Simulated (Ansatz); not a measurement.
# SnH3O (SMILES [OH][SnH2]): levels of theory compared

Wanted: a comparison of 5 runs (U-r2SCAN/STO-3G, UB3LYP/STO-3G, UCAM-B3LYP/STO-3G, UHSE06/STO-3G, UCCSDT/STO-3G) of SnH3O. 

The results are computed with Ansatz 0.2.0.

58 further runs of the same task are left out: 7 that didn't finish, 51 set aside as unsound or not needed.

**1. The system as given**

SnH3O has 5 atoms, charge 0, and is taken as a doublet. SMILES: `[OH][SnH2]`. The H5–Sn2 distance was set to 2.583 Å, away from the relaxed value. At this shape a bond of the SMILES string is far longer than usual.

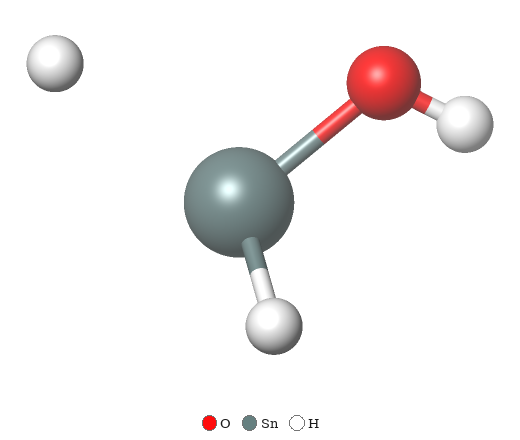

Viewed from a chosen angle; oxygen red, tin teal, hydrogen white.

**2. The energy at U-r2SCAN/STO-3G (run 1)**

File run.yaml:

```yaml
crystal:
  periodic: [false, false, false]
  atoms:
    - symbol: O
      position_ang: [0.521503, -1.538686, 0.621604]
    - symbol: Sn
      position_ang: [-0.081397, -0.496986, -0.945796]
    - symbol: H
      position_ang: [0.182703, -2.437086, 0.632904]
    - symbol: H
      position_ang: [-1.792697, -0.744486, -1.086196]
    - symbol: H
      position_ang: [0.476300, 1.920400, -0.224900]
basis:
  gaussian: {orbitals: STO-3G}
magnetization: {spin_polarized: true, initial_magnetization: 1}
hamiltonian: {xc: r2scan}
accuracy: high
```

The run is started by

```sh
$ ansatz run run.yaml --threads 1 --pin off --max-ram 2610MiB --events-out events.jsonl --progress --plain --runs-dir runs
```

The program printed:

```text
Warning: RAYON_NUM_THREADS=1 ignored (pool sized by the plan → 1); use --threads N
Functional definition: r2SCAN
  name "r2SCAN"
  parameter k0 = 0.174
  parameter k1 = 0.065
  parameter a1 = 4.9479
  exchange = r2scan_x(k0 = k0, k1 = k1, a1 = a1)
  correlation = r2scan_c
638 factors; integrals over basis functions are off by at most 4.8e-9 eV
mean field evaluation 1: about -164389.0074 eV, gradient 1.6e1 eV
mean field evaluation 2: about -164373.4691 eV, gradient 4.3e1 eV
mean field evaluation 4: about -164391.8234 eV, gradient 3.6e0 eV
mean field evaluation 8: about -164392.0527 eV, gradient 1.1e-1 eV
mean field evaluation 16: about -164392.0114 eV, gradient 2.0e-4 eV
mean field -164392.01141987 eV, -6041.2949907728 hartree, gradient 2.7e-8 eV, S^2 0.836260; 0 other end points of the search recorded, 0 dependent functions left out
reference -164392.01142086 eV, -6041.2949908093 hartree; 31, 30 occupied and 4, 5 virtual orbitals, 638 factors
Total energy: -164392.01142086 eV, -6041.2949908093 hartree
```

Wall time 9 s (1 thread of Arm Neoverse V2, shared host); peak memory 0.25 GiB.

**3. A single-point energy at UB3LYP/STO-3G (run 2)**

run.yaml: that of step 2 with these lines changed.

```diff
@@ -14,5 +14,9 @@
 basis:
-  gaussian: {orbitals: STO-3G}
-magnetization: {spin_polarized: true, initial_magnetization: 1}
-hamiltonian: {xc: r2scan}
+  gaussian:
+    orbitals: STO-3G
+hamiltonian:
+  xc: {name: B3LYP}
+magnetization:
+  spin_polarized: true
+  initial_magnetization: 1
 accuracy: high
```

The run is started by

```sh
$ ansatz run run.yaml --threads 1 --pin off --max-ram 2610MiB --events-out events.jsonl --progress --plain --runs-dir runs
```

The program printed:

```text
Warning: RAYON_NUM_THREADS=1 ignored (pool sized by the plan → 1); use --threads N
Functional definition: B3LYP
  name "B3LYP"
  parameter a0 = 0.2
  parameter ax = 0.72
  parameter ac = 0.81
  exchange = (1 - a0 - ax)*slater_x + ax*b88_x + a0*exact_x
  correlation = (1 - ac)*vwn_rpa_c + ac*lyp_c
638 factors; integrals over basis functions are off by at most 4.8e-9 eV
mean field evaluation 1: about -164384.5480 eV, gradient 1.6e1 eV
mean field evaluation 2: about -164374.4972 eV, gradient 3.8e1 eV
mean field evaluation 4: about -164387.4858 eV, gradient 2.5e0 eV
mean field evaluation 8: about -164387.5624 eV, gradient 2.4e-1 eV
mean field evaluation 16: about -164387.5679 eV, gradient 2.5e-5 eV
mean field -164387.56791710 eV, -6041.1316950578 hartree, gradient 4.8e-8 eV, S^2 0.831662; 0 other end points of the search recorded, 0 dependent functions left out
reference -164387.56794599 eV, -6041.1316961195 hartree; 31, 30 occupied and 4, 5 virtual orbitals, 638 factors
Total energy: -164387.56794599 eV, -6041.1316961195 hartree
```

It took 3.6 s on 1 thread of Arm Neoverse V2, shared host; peak memory 0.17 GiB.

Runs 3 to 4 aren't shown in full; the table further down has their settings and results.

**4. A single-point energy at UCCSDT/STO-3G (run 5)**

File input.yaml:

```yaml
basis:
  gaussian:
    orbitals: STO-3G
crystal:
  periodic: [false, false, false]
  atoms:
    - {symbol: O, position_ang: [0.521503, -1.538686, 0.621604]}
    - {symbol: Sn, position_ang: [-0.081397, -0.496986, -0.945796]}
    - {symbol: H, position_ang: [0.182703, -2.437086, 0.632904]}
    - {symbol: H, position_ang: [-1.792697, -0.744486, -1.086196]}
    - {symbol: H, position_ang: [0.476300, 1.920400, -0.224900]}
magnetization:
  spin_polarized: true
  initial_magnetization: 1
correlation:
  method: ccsdt
  frozen_orbitals: {H: 0, O: 1, Sn: 18}
accuracy: high
scf:
  omitted_lower_state_checks: [cluster_reference, increment]
```

The run is started by

```sh
$ ansatz run input.yaml --threads 1 --pin off --max-ram 2610MiB --events-out events.jsonl --progress --plain --runs-dir runs
```

The program printed:

```text
Warning: RAYON_NUM_THREADS=1 ignored (pool sized by the plan → 1); use --threads N
[... 12 lines left out ...]
19 core orbitals not correlated: weight in the atoms' cores, before any rotation towards them, 1.000 or more for the frozen orbitals, at most 0.000 for the correlated occupied ones
[... 49 lines left out ...]
Total energy: -164324.97195432 eV, -6038.8313358547 hartree
Checks for a lower state left out: cluster_reference, increment
```

It took 2.8 s on 1 thread of Arm Neoverse V2, shared host; peak memory 0.12 GiB.

**5. Overview of the runs**

| run | level | frozen core orbitals | energy (Eh) | ⟨S²⟩ | wall time |
| --- | --- | --- | --- | --- | --- |
| 1 | U-r2SCAN/STO-3G | – | -6041.294991 | 0.836 | 9 s |
| 2 | UB3LYP/STO-3G | – | -6041.131696 | 0.832 | 3.6 s |
| 3 | UCAM-B3LYP/STO-3G | – | -6041.277073 | 0.888 | 4.2 s |
| 4 | UHSE06/STO-3G | – | -6040.797616 | 0.855 | 4.2 s |
| 5 | UCCSDT/STO-3G | 19 | -6038.831336 | 1.106 | 2.8 s |

**6. What came out**

```
                                           quantity           value
                                run 5: total energy  -6038.83134 Eh
run 5: correlation energy (19 core orbitals frozen)      -104.9 mEh
           run 5: ⟨S²⟩ of the reference determinant           1.106
                               run 5: T1 diagnostic           0.048
```

**Reading.** Totals of different functionals can't be ranked against each other. In runs 1, 2, 3, 4, 5 the basis is minimal, so the values are rough. In runs 1, 2, 3, 4, 5 relativity is left out where basis or elements ask for it. Spin contamination of the reference: run 5 ⟨S²⟩ = 1.11, run 3 ⟨S²⟩ = 0.89, run 4 ⟨S²⟩ = 0.86. All runs together took 24 s, the longest 9 s.
